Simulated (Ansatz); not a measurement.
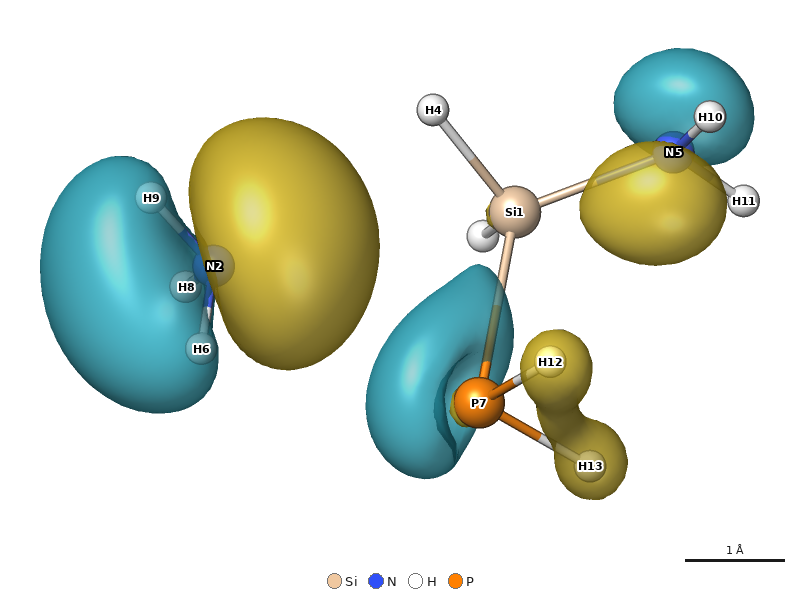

*H₆NPSi···NH₃. The HOMO−1 at ±0.08 Å⁻³ᐟ² (yellow and cyan are the two phases), seen at a tilt.*

The product side of a reaction path; geometry: PBE0-D4/def2-TZVP.

All numbers below come from RKS PBE0-D4/def2-TZVPP (Ansatz 0.2.0).

Input

```
crystal:
  periodic: [false, false, false]
  atoms:
    - {symbol: Si, position_ang: [-0.158406, 0.486452, 0.583007]}
    - {symbol: N, position_ang: [1.306798, -2.151068, -0.318782]}
    - {symbol: H, position_ang: [-0.725037, -0.710583, 1.246979]}
    - {symbol: H, position_ang: [1.312997, 0.607748, 0.706111]}
    - {symbol: N, position_ang: [-0.817310, 1.849349, 1.417743]}
    - {symbol: H, position_ang: [1.104924, -2.158911, -1.311387]}
    - {symbol: P, position_ang: [-0.641073, 0.322753, -1.633164]}
    - {symbol: H, position_ang: [0.945117, -3.012052, 0.072431]}
    - {symbol: H, position_ang: [2.313378, -2.169144, -0.211137]}
    - {symbol: H, position_ang: [-0.455376, 2.768289, 1.214782]}
    - {symbol: H, position_ang: [-1.812935, 1.894779, 1.570367]}
    - {symbol: H, position_ang: [-0.346295, 1.689832, -1.892434]}
    - {symbol: H, position_ang: [-2.026682, 0.582653, -1.444517]}
basis:
  gaussian: {orbitals: def2-TZVPP}
hamiltonian: {xc: pbe0, dispersion: d4}
output: {orbitals: {seedname: orbitals}}
```

Run with:

```sh
ansatz run in.yaml --threads 8 --pin off --events-out ev --progress --plain --max-ram 19148MiB
```

What is the character of this orbital?

By Hirshfeld shares it lies mainly on N2 (about 65 %). Its energy is −7.70 eV.
